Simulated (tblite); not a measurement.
## Geometry relaxation, with input and output: C$_{6}$H$_{16}$N$_{2}$Si (part 2 of 4)

C$_{6}$H$_{16}$N$_{2}$Si; GFN2-xTB geometry optimisation, gas phase (tblite 0.8.0). It belongs to a series of runs on one base structure; here: H on Si replaced by NMe2.

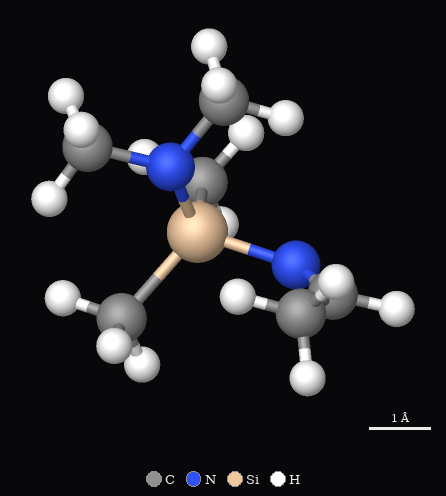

The geometry at step 43 of the log (ball-and-stick view, seen at a tilt).

### Trajectory as extended XYZ, continued
```
25
Properties=species:S:1:pos:R:3:forces:R:3 step=25 energy=-777.67337
C     2.3405    1.1914   -1.0277    0.0210   0.0000  -0.0010
C     2.5069   -0.0965   -0.2934   -0.0170  -0.0160  -0.0280
N     1.6519   -0.7156    0.3797    0.0160   0.0020   0.0130
Si    0.0028   -0.3122    0.7623   -0.0130   0.0040  -0.0130
C    -0.0844    1.2148    1.8836   -0.0340   0.0150  -0.0040
C    -0.6854   -1.8172    1.7013    0.0160   0.0100   0.0000
N    -0.8686   -0.0010   -0.7160    0.0030  -0.0260   0.0170
C    -2.1373    0.6889   -0.7414    0.0360  -0.0170  -0.0140
C    -0.7699   -1.0330   -1.7207   -0.0070   0.0440  -0.0330
H     1.3570    1.6100   -0.8406   -0.0010  -0.0090  -0.0330
H     3.1141    1.8890   -0.7120    0.0120   0.0240  -0.0200
H     2.4617    1.0164   -2.0960    0.0210   0.0000   0.0080
H     3.5031   -0.5411   -0.3758   -0.0150  -0.0270   0.0240
H     0.2786    2.1083    1.3887   -0.0170   0.0370   0.0310
H    -1.0996    1.3937    2.2152   -0.0220   0.0620   0.0600
H     0.5261    1.0490    2.7644   -0.0020   0.0240  -0.0230
H    -0.6232   -2.7179    1.0978   -0.0150   0.0050   0.0410
H    -0.1503   -1.9990    2.6266   -0.0170  -0.0320   0.0030
H    -1.7309   -1.6458    1.9459    0.0250  -0.0810   0.0240
H    -2.9839    0.0373   -0.4782    0.0820   0.0300   0.0110
H    -2.0982    1.5232   -0.0445   -0.0680  -0.0460  -0.0280
H    -2.3186    1.0774   -1.7490    0.0240   0.0070   0.0410
H    -0.9392   -0.6093   -2.7139   -0.0150   0.0370  -0.0140
H    -1.4992   -1.8403   -1.5662    0.0630   0.0370  -0.0010
H     0.2352   -1.4465   -1.6812   -0.0760  -0.0840  -0.0600
25
Properties=species:S:1:pos:R:3:forces:R:3 step=29 energy=-777.68823
C     2.3727    1.1585   -1.0574    0.0340   0.0040  -0.0240
C     2.5081   -0.1211   -0.2978   -0.0010   0.0610   0.0180
N     1.6463   -0.7127    0.3910   -0.0130   0.0660  -0.0150
Si   -0.0060   -0.3062    0.7706    0.0830   0.0660   0.0240
C    -0.1427    1.2282    1.8796   -0.0210   0.0820   0.0540
C    -0.6441   -1.8265    1.7162   -0.0090  -0.0250   0.0250
N    -0.8821    0.0074   -0.6981    0.0660  -0.0070  -0.0510
C    -2.1496    0.6926   -0.7247    0.0330   0.0400   0.0110
C    -0.7813   -0.9964   -1.7268    0.0410  -0.0430  -0.0430
H     1.3828    1.5953   -0.9282    0.1360  -0.1210  -0.0390
H     3.1395    1.8542   -0.7140   -0.0550   0.0030  -0.0130
H     2.5627    0.9614   -2.1140   -0.0620   0.0430   0.0540
H     3.5051   -0.5737   -0.3682   -0.1110  -0.0330   0.0350
H     0.1710    2.1406    1.3859    0.0320   0.0070  -0.0580
H    -1.1568    1.3779    2.2297   -0.0550  -0.0220   0.0350
H     0.4824    1.1005    2.7549    0.0460  -0.0180   0.0160
H    -0.5675   -2.7247    1.1159    0.0300  -0.0770  -0.0580
H    -0.0871   -1.9967    2.6286    0.0260  -0.0200   0.0690
H    -1.6883   -1.7024    1.9816   -0.0610   0.0080   0.0460
H    -2.9913    0.0235   -0.5121   -0.0360  -0.0290   0.0020
H    -2.1426    1.4939    0.0052   -0.0240   0.0280   0.0930
H    -2.3060    1.1344   -1.7108   -0.0110  -0.0140  -0.0920
H    -0.9045   -0.5460   -2.7139   -0.0600   0.0560  -0.0370
H    -1.5336   -1.7845   -1.6075   -0.0440  -0.0120  -0.0330
H     0.2020   -1.4533   -1.6765    0.0370  -0.0430  -0.0190
25
Properties=species:S:1:pos:R:3:forces:R:3 step=32 energy=-777.69649
C     2.3939    1.1405   -1.0739    0.0340  -0.0030  -0.0040
C     2.5064   -0.1272   -0.2982    0.0130  -0.0090   0.0370
N     1.6418   -0.7029    0.3988   -0.0440   0.0660   0.0280
Si   -0.0072   -0.2965    0.7795   -0.0860  -0.0120   0.0540
C    -0.1753    1.2439    1.8844    0.0210  -0.0100   0.0110
C    -0.6238   -1.8349    1.7271    0.0010  -0.0170   0.0090
N    -0.8806    0.0115   -0.6939    0.0110   0.0320  -0.0020
C    -2.1511    0.6961   -0.7167   -0.0080  -0.0050  -0.0070
C    -0.7850   -0.9798   -1.7371   -0.0080  -0.0060   0.0030
H     1.4069    1.5786   -0.9806   -0.0530  -0.0370   0.0170
H     3.1488    1.8367   -0.7151    0.0220   0.0690   0.0120
H     2.6103    0.9346   -2.1192   -0.0080   0.0080  -0.0800
H     3.4930   -0.5945   -0.3612    0.0170  -0.0700   0.0200
H     0.1178    2.1586    1.3793   -0.0020  -0.0230  -0.0170
H    -1.1912    1.3704    2.2446    0.0310  -0.0220   0.0050
H     0.4647    1.1286    2.7520    0.0090   0.0170   0.0060
H    -0.5348   -2.7328    1.1211    0.0210   0.0360   0.0080
H    -0.0529   -1.9987    2.6357   -0.0210  -0.0080  -0.0110
H    -1.6699   -1.7349    2.0065    0.0370   0.0200   0.0030
H    -2.9914    0.0133   -0.5313    0.0080   0.0130  -0.0270
H    -2.1668    1.4766    0.0383    0.0250  -0.0180   0.0060
H    -2.2978    1.1592   -1.6977   -0.0060  -0.0260   0.0080
H    -0.8958   -0.5054   -2.7168   -0.0130  -0.0160   0.0100
H    -1.5563   -1.7528   -1.6342   -0.0360   0.0020  -0.0490
H     0.1854   -1.4640   -1.6823    0.0340   0.0170  -0.0380
25
Properties=species:S:1:pos:R:3:forces:R:3 step=36 energy=-777.70078
C     2.4046    1.1365   -1.0807   -0.0220  -0.0050  -0.0050
C     2.5076   -0.1285   -0.2932   -0.0030   0.0080  -0.0130
N     1.6337   -0.6860    0.4071    0.0300   0.0230   0.0150
Si   -0.0177   -0.2941    0.7882    0.0370   0.0090  -0.0300
C    -0.1819    1.2484    1.8889    0.0030  -0.0180   0.0020
C    -0.6183   -1.8390    1.7328    0.0030   0.0220   0.0040
N    -0.8772    0.0144   -0.6945   -0.0280  -0.0360   0.0050
C    -2.1495    0.6960   -0.7157   -0.0080  -0.0100  -0.0040
C    -0.7863   -0.9758   -1.7412   -0.0090   0.0120  -0.0100
H     1.4098    1.5636   -0.9927    0.0180  -0.0230   0.0110
H     3.1512    1.8433   -0.7167   -0.0390  -0.0180  -0.0350
H     2.6213    0.9308   -2.1292    0.0140   0.0080   0.0450
H     3.4875   -0.6141   -0.3529   -0.0250  -0.0120   0.0290
H     0.1034    2.1606    1.3745   -0.0090  -0.0260   0.0010
H    -1.1961    1.3686    2.2544    0.0180   0.0050   0.0170
H     0.4640    1.1401    2.7529    0.0130   0.0190   0.0010
H    -0.5222   -2.7317    1.1224    0.0000   0.0050  -0.0060
H    -0.0462   -2.0031    2.6394    0.0120  -0.0010   0.0100
H    -1.6624   -1.7433    2.0162   -0.0160  -0.0060   0.0010
H    -2.9884    0.0102   -0.5405   -0.0130  -0.0130  -0.0050
H    -2.1698    1.4685    0.0476    0.0210  -0.0100  -0.0250
H    -2.2958    1.1617   -1.6947    0.0000   0.0170   0.0010
H    -0.8978   -0.4946   -2.7173    0.0090   0.0060  -0.0090
H    -1.5676   -1.7422   -1.6503    0.0200   0.0110   0.0030
H     0.1834   -1.4659   -1.6957   -0.0250   0.0350  -0.0020
25
Properties=species:S:1:pos:R:3:forces:R:3 step=40 energy=-777.70225
C     2.4128    1.1263   -1.0892   -0.0030  -0.0110   0.0030
C     2.5096   -0.1324   -0.2932    0.0050  -0.0070   0.0160
N     1.6338   -0.6755    0.4149    0.0000  -0.0190   0.0120
Si   -0.0186   -0.2912    0.7892   -0.0080  -0.0030   0.0120
C    -0.1934    1.2486    1.8903    0.0030   0.0070   0.0050
C    -0.6074   -1.8391    1.7376   -0.0010  -0.0020  -0.0010
N    -0.8852    0.0129   -0.6900    0.0000   0.0000   0.0010
C    -2.1555    0.6962   -0.7128   -0.0060  -0.0010  -0.0010
C    -0.7901   -0.9662   -1.7447    0.0040  -0.0010  -0.0100
H     1.4168    1.5497   -1.0115   -0.0190  -0.0060  -0.0020
H     3.1513    1.8378   -0.7218   -0.0050   0.0090   0.0040
H     2.6459    0.9201   -2.1323    0.0010  -0.0150  -0.0120
H     3.4831   -0.6302   -0.3431    0.0190   0.0160   0.0000
H     0.0768    2.1608    1.3693   -0.0010   0.0050  -0.0070
H    -1.2068    1.3591    2.2602    0.0040  -0.0010   0.0210
H     0.4579    1.1564    2.7521    0.0170  -0.0040  -0.0070
H    -0.5061   -2.7301    1.1248   -0.0050   0.0060   0.0000
H    -0.0295   -2.0020    2.6414   -0.0010   0.0120  -0.0060
H    -1.6518   -1.7538    2.0251    0.0070   0.0010  -0.0030
H    -2.9952    0.0075   -0.5519   -0.0150   0.0080  -0.0040
H    -2.1763    1.4592    0.0588   -0.0080   0.0040   0.0010
H    -2.2947    1.1767   -1.6861    0.0000  -0.0020  -0.0010
H    -0.8890   -0.4786   -2.7189   -0.0060   0.0190  -0.0070
H    -1.5754   -1.7284   -1.6648    0.0030  -0.0150  -0.0100
H     0.1761   -1.4596   -1.6941    0.0150  -0.0010  -0.0050
25
Properties=species:S:1:pos:R:3:forces:R:3 step=43 energy=-777.70291
C     2.4091    1.1248   -1.0876   -0.0040   0.0090  -0.0020
C     2.5102   -0.1319   -0.2890   -0.0030  -0.0060   0.0080
N     1.6354   -0.6756    0.4204   -0.0030  -0.0070   0.0030
Si   -0.0185   -0.2909    0.7914   -0.0200  -0.0100  -0.0450
C    -0.1896    1.2487    1.8929    0.0060  -0.0030  -0.0070
C    -0.6095   -1.8377    1.7377   -0.0020   0.0020  -0.0040
N    -0.8850    0.0097   -0.6906   -0.0170  -0.0030  -0.0020
C    -2.1559    0.6940   -0.7148    0.0100   0.0050   0.0030
C    -0.7897   -0.9672   -1.7491    0.0070   0.0110   0.0210
H     1.4120    1.5457   -1.0076   -0.0170  -0.0130  -0.0150
H     3.1448    1.8414   -0.7242    0.0010   0.0000   0.0160
H     2.6426    0.9195   -2.1312   -0.0130  -0.0240   0.0000
H     3.4844   -0.6278   -0.3400    0.0200   0.0140   0.0060
H     0.0805    2.1581    1.3679   -0.0040   0.0250  -0.0030
H    -1.2001    1.3618    2.2691   -0.0050  -0.0020   0.0120
H     0.4663    1.1559    2.7506    0.0270  -0.0020   0.0030
H    -0.5093   -2.7273    1.1235    0.0040  -0.0110  -0.0010
H    -0.0321   -2.0003    2.6413    0.0040  -0.0010   0.0050
H    -1.6537   -1.7528    2.0241   -0.0090   0.0080   0.0040
H    -2.9980    0.0076   -0.5523    0.0130   0.0200  -0.0040
H    -2.1737    1.4597    0.0545   -0.0180  -0.0060   0.0040
H    -2.2942    1.1738   -1.6889    0.0020  -0.0130   0.0070
H    -0.8932   -0.4747   -2.7219    0.0010  -0.0160   0.0340
H    -1.5727   -1.7330   -1.6670    0.0270   0.0140  -0.0260
H     0.1791   -1.4574   -1.7004   -0.0080   0.0110  -0.0170
25
Properties=species:S:1:pos:R:3:forces:R:3 step=47 energy=-777.70455
C     2.4071    1.1137   -1.0905   -0.0080  -0.0130   0.0080
C     2.5140   -0.1360   -0.2788   -0.0060   0.0220  -0.0120
N     1.6381   -0.6761    0.4327   -0.0190   0.0200  -0.0330
Si   -0.0215   -0.2901    0.7894    0.0220   0.0100   0.0510
C    -0.1903    1.2508    1.8958    0.0140  -0.0070  -0.0170
C    -0.6062   -1.8367    1.7397   -0.0020  -0.0040  -0.0020
N    -0.8949    0.0042   -0.6877    0.0210   0.0190   0.0160
C    -2.1618    0.6937   -0.7147   -0.0060   0.0080  -0.0010
C    -0.7887   -0.9598   -1.7550    0.0000   0.0000  -0.0020
H     1.4037    1.5228   -1.0204    0.0080  -0.0080  -0.0240
H     3.1320    1.8422   -0.7268   -0.0180  -0.0220   0.0030
H     2.6508    0.9005   -2.1309   -0.0160  -0.0110   0.0240
H     3.4934   -0.6247   -0.3256   -0.0270   0.0130   0.0330
H     0.0637    2.1621    1.3628   -0.0170  -0.0110   0.0310
H    -1.1952    1.3582    2.2931    0.0480  -0.0190  -0.0260
H     0.4837    1.1639    2.7421   -0.0080   0.0050  -0.0450
H    -0.5035   -2.7258    1.1244    0.0010  -0.0070   0.0200
H    -0.0237   -1.9942    2.6417   -0.0140  -0.0090  -0.0140
H    -1.6502   -1.7559    2.0292    0.0090   0.0050   0.0010
H    -3.0093    0.0129   -0.5620    0.0060  -0.0150   0.0060
H    -2.1824    1.4547    0.0588   -0.0050   0.0040   0.0110
H    -2.2930    1.1781   -1.6869    0.0030   0.0100  -0.0130
H    -0.8925   -0.4572   -2.7210    0.0050   0.0080  -0.0170
H    -1.5656   -1.7315   -1.6889   -0.0100  -0.0100   0.0010
H     0.1817   -1.4457   -1.7114    0.0200   0.0110   0.0020
25
Properties=species:S:1:pos:R:3:forces:R:3 step=50 energy=-777.70605
C     2.4092    1.0964   -1.0978   -0.0070  -0.0020  -0.0130
C     2.5159   -0.1402   -0.2704   -0.0160  -0.0010   0.0080
N     1.6366   -0.6717    0.4422   -0.0200  -0.0110  -0.0030
Si   -0.0233   -0.2873    0.7925   -0.0210  -0.0170  -0.0020
C    -0.1964    1.2527    1.8954    0.0120   0.0050  -0.0070
C    -0.5961   -1.8371    1.7431    0.0010  -0.0080   0.0080
N    -0.9057    0.0026   -0.6801    0.0130   0.0070  -0.0150
C    -2.1709    0.6966   -0.7115    0.0060  -0.0110   0.0020
C    -0.7888   -0.9464   -1.7603    0.0060   0.0060  -0.0170
H     1.4012    1.4953   -1.0521   -0.0160   0.0100  -0.0010
H     3.1205    1.8336   -0.7277   -0.0060   0.0120  -0.0110
H     2.6709    0.8707   -2.1297    0.0140   0.0010  -0.0230
H     3.4968   -0.6257   -0.3032   -0.0110   0.0030   0.0310
H     0.0284    2.1681    1.3587    0.0030   0.0160  -0.0060
H    -1.1939    1.3428    2.3118    0.0030  -0.0230  -0.0070
H     0.4947    1.1808    2.7277    0.0180  -0.0020  -0.0070
H    -0.4871   -2.7266    1.1296   -0.0160  -0.0030   0.0130
H    -0.0061   -1.9882    2.6408   -0.0120  -0.0140   0.0110
H    -1.6387   -1.7634    2.0394    0.0100  -0.0040  -0.0050
H    -3.0218    0.0159   -0.5768    0.0140  -0.0210   0.0010
H    -2.1997    1.4454    0.0741    0.0040   0.0040  -0.0130
H    -2.2905    1.1927   -1.6802    0.0050   0.0130   0.0200
H    -0.8845   -0.4305   -2.7203    0.0040   0.0230  -0.0190
H    -1.5644   -1.7218   -1.7182   -0.0040   0.0070   0.0360
H     0.1826   -1.4305   -1.7180    0.0150   0.0100   0.0190
25
Properties=species:S:1:pos:R:3:forces:R:3 step=54 energy=-777.70830
C     2.3980    1.0798   -1.1043   -0.0060   0.0100  -0.0140
C     2.5114   -0.1399   -0.2536   -0.0020  -0.0080  -0.0010
N     1.6283   -0.6711    0.4536    0.0170  -0.0290   0.0200
Si   -0.0315   -0.2896    0.7946    0.0060   0.0100  -0.0410
C    -0.1861    1.2553    1.8937   -0.0110   0.0030   0.0090
C    -0.5941   -1.8388    1.7488   -0.0160  -0.0070   0.0120
N    -0.9094    0.0006   -0.6801   -0.0040   0.0210  -0.0130
C    -2.1748    0.6932   -0.7122    0.0020   0.0170  -0.0010
C    -0.7837   -0.9322   -1.7742    0.0120   0.0230   0.0260
H     1.3826    1.4634   -1.0773    0.0110   0.0010  -0.0150
H     3.0919    1.8341   -0.7346   -0.0090   0.0070  -0.0270
H     2.6789    0.8399   -2.1287    0.0050   0.0170   0.0010
H     3.4981   -0.6137   -0.2601    0.0030   0.0090   0.0080
H     0.0049    2.1781    1.3559    0.0070  -0.0220  -0.0310
H    -1.1704    1.3271    2.3427   -0.0170  -0.0080   0.0100
H     0.5328    1.1924    2.7025    0.0190  -0.0030   0.0020
H    -0.4858   -2.7293    1.1385   -0.0060  -0.0260  -0.0190
H    -0.0034   -1.9888    2.6452    0.0110  -0.0010   0.0300
H    -1.6347   -1.7671    2.0465   -0.0510  -0.0040   0.0170
H    -3.0262    0.0111   -0.5890    0.0180  -0.0070  -0.0040
H    -2.2095    1.4390    0.0758    0.0070  -0.0140   0.0240
H    -2.2852    1.2006   -1.6755   -0.0200   0.0000  -0.0130
H    -0.8845   -0.3985   -2.7258    0.0080  -0.0400   0.0240
H    -1.5530   -1.7163   -1.7386    0.0380   0.0420   0.0010
H     0.1944   -1.4052   -1.7346   -0.0210   0.0090  -0.0040
25
Properties=species:S:1:pos:R:3:forces:R:3 step=58 energy=-777.71013
C     2.3873    1.0761   -1.1058    0.0030  -0.0140   0.0030
C     2.5082   -0.1385   -0.2461    0.0120   0.0090  -0.0010
N     1.6270   -0.6795    0.4569    0.0080   0.0250  -0.0070
Si   -0.0336   -0.2929    0.7908   -0.0010  -0.0330   0.0470
C    -0.1754    1.2533    1.8918    0.0000  -0.0190   0.0040
C    -0.6024   -1.8411    1.7515   -0.0190   0.0050  -0.0070
N    -0.9076    0.0079   -0.6833    0.0300   0.0230   0.0060
C    -2.1753    0.6950   -0.7146   -0.0010   0.0020   0.0030
C    -0.7763   -0.9244   -1.7750    0.0030   0.0000  -0.0100
H     1.3695    1.4526   -1.0837   -0.0030  -0.0030  -0.0150
H     3.0743    1.8398   -0.7430   -0.0030  -0.0020  -0.0040
H     2.6724    0.8341   -2.1286   -0.0010  -0.0040   0.0020
H     3.5010   -0.5985   -0.2373    0.0140   0.0080  -0.0160
H     0.0071    2.1764    1.3498   -0.0150  -0.0450  -0.0050
H    -1.1546    1.3183    2.3549    0.0270   0.0160   0.0050
H     0.5589    1.1898    2.6882   -0.0250   0.0080  -0.0150
H    -0.4962   -2.7345    1.1415   -0.0150   0.0280   0.0270
H    -0.0114   -1.9904    2.6505   -0.0340   0.0100  -0.0360
H    -1.6453   -1.7638    2.0477    0.0210  -0.0150   0.0010
H    -3.0226    0.0076   -0.5903    0.0110   0.0040  -0.0020
H    -2.2087    1.4378    0.0765   -0.0140  -0.0030   0.0020
H    -2.2893    1.2004   -1.6792   -0.0170   0.0060   0.0180
H    -0.8848   -0.3974   -2.7274    0.0100   0.0130  -0.0230
H    -1.5368   -1.7138   -1.7382   -0.0200  -0.0140   0.0160
H     0.2038   -1.3902   -1.7387    0.0280  -0.0040   0.0060
```
